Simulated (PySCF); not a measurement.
Molecule: Si(H)(Me)(Vi)(OEt), C₅H₁₂OSi, SMILES C=C[SiH](C)OCC. Atoms near the plane z = 0.0 Å, at the GFN2-xTB optimised geometry (x, y, z in Å): Si1 (-1.1, -1.3, 0.0), C3 (-1.8, 0.5, 0.0), C4 (-2.9, 0.9, 0.6), O5 (0.5, -1.3, 0.0), C6 (1.4, -0.6, 0.9), C7 (2.8, -0.5, 0.3), H12 (-1.2, 1.2, -0.6), H13 (-3.2, 2.0, 0.6), H17 (3.1, -1.5, 0.0), H18 (3.5, -0.1, 1.0), H19 (2.7, 0.1, -0.6).

Calculation: PBE0/def2-SVP run with PySCF. Cells within 0.4 Å of a nucleus heavier than hydrogen are left out (blank, or x). The values are rescaled to run from 0 to 1.

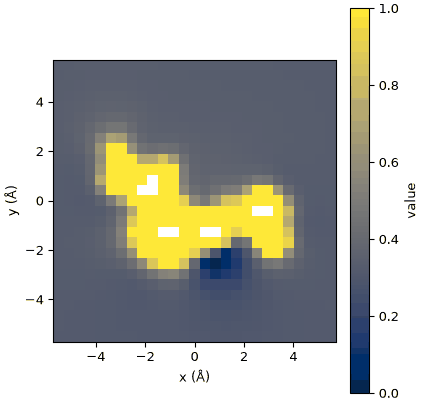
Figure. a field on the plane z = 0.0 Å.

Q: Which quantity is mapped?
(A) log10 of the electron density
(B) deformation density (molecule minus spherical neutral atoms)
(C) electrostatic potential
(D) Laplacian of the electron density

A: C, electrostatic potential. In full: electrostatic potential (hartree/e), clipped to [-0.08, 0.12].
